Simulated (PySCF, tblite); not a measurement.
# C₅H₉ClO₃Si: geometry, infrared bands and NMR shifts

Aim: predict the infrared bands and NMR shifts of C₅H₉ClO₃Si (`O=CO[C@@H]1C[C@@]1(Cl)CO[SiH3]`).

Computed with tblite 0.8.0 and PySCF 2.14.0, with density-fitted response routines of our own, on a single molecule in the gas phase. Atoms are numbered from 0 throughout.

## Step 1: The starting structure

19 atoms, charge 0, multiplicity 1; geometry from: force field or distance geometry start.

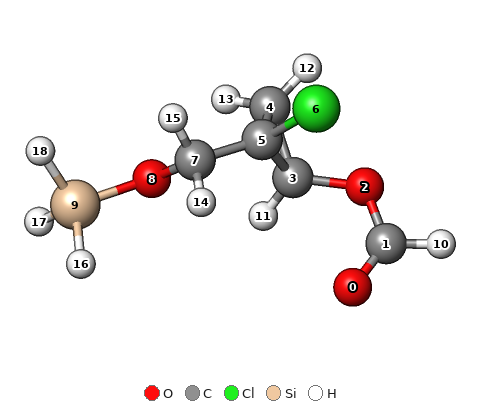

The starting geometry (oxygen red, carbon grey, chlorine green, silicon light orange, hydrogen white), atoms numbered; sticks join atoms by distance.

## Step 2: Geometry optimisation with GFN2-xTB

What the job is given:

```
{"job": {"kind": "relax", "xc": "GFN2-xTB", "basis": "xTB"}, "charge": 0, "multiplicity": 1}
O      2.747800    -1.430600    -0.940900
C      3.280100    -0.558200    -0.282700
O      2.701800     0.536300     0.257900
C      1.271800     0.674200     0.014100
C      0.541700     1.581500     0.974100
C      0.327200     0.086100     1.059200
Cl     1.046000    -0.694400     2.495800
C     -0.960100    -0.544400     0.612000
O     -1.553500     0.187800    -0.459900
Si    -2.978400    -0.388000    -1.112100
H      4.350100    -0.560100    -0.008800
H      0.938400     0.671000    -1.011100
H      1.112700     2.079800     1.750300
H     -0.250200     2.193100     0.557000
H     -0.758000    -1.567500     0.283400
H     -1.662400    -0.579300     1.470900
H     -2.742000    -1.750500    -1.636100
H     -3.417200     0.507800    -2.207500
H     -4.005800    -0.435500    -0.046800
```

Run with:

```
$ OMP_NUM_THREADS=1 python probes_run.py task.json out
```

One launch serves the whole session: the jobs run in the order shown.

**Question.** This job is followed by: GFN2-xTB harmonic vibrations, gas phase; GIAO PBE0/pcSseg-1 NMR shielding, non-relativistic, gas phase. What will the session give for the following? strongest single infrared mode (GFN2-xTB); zero-point energy (GFN2-xTB); ¹³C shifts against TMS (PBE0/pcSseg-1); ¹H shifts against TMS (PBE0/pcSseg-1, means over atoms taken as alike); ¹⁷O shifts against H2O (PBE0/pcSseg-1); ³⁵Cl shifts against HCl (PBE0/pcSseg-1); ²⁹Si shifts against TMS (PBE0/pcSseg-1); surface potential, least and greatest.

The runs gave:

| quantity | value |
| --- | --- |
| strongest single infrared mode (GFN2-xTB) | 833 cm⁻¹, 446 km/mol |
| zero-point energy (GFN2-xTB) | 81.6 kcal/mol |
| ¹³C shifts against TMS (PBE0/pcSseg-1) | 166.4, 68.5, 55.9, 49.6, 18.7 ppm |
| ¹H shifts against TMS (PBE0/pcSseg-1, means over atoms taken as alike) | 8.15, 4.89, 4.23, 4.19, 4.02, 1.69, 1.21 ppm |
| ¹⁷O shifts against H2O (PBE0/pcSseg-1) | 452.5, 215.8, 13.2 ppm |
| ³⁵Cl shifts against HCl (PBE0/pcSseg-1) | 118 ppm |
| ²⁹Si shifts against TMS (PBE0/pcSseg-1) | -33.0 ppm |
| surface potential, least and greatest | -1.58 V and 1.55 V |

**Reading.** Over 63 steps the energy fell by 0.295 eV; of the close pairs, O2–C3 changed most, 1.457 to 1.406 Å. All 51 modes are real, so the xTB geometry is a minimum. The strongest single mode, at 833 cm⁻¹, is spread over several atoms, H18, H16, Si9 among them. GFN2-xTB is a fitted tight-binding method: band positions and strengths are rough. Its intensities can rank the bands wrongly. C1 (ester carbonyl carbon) lies farthest downfield among carbon, at 166.4 ppm; it is a carbonyl in resonance with an O or N lone pair, the region of acids, esters and amides. At PBE0/pcSseg-1: The widest tensor belongs to O0: span 691 ppm, with a paramagnetic part of -521 ppm.
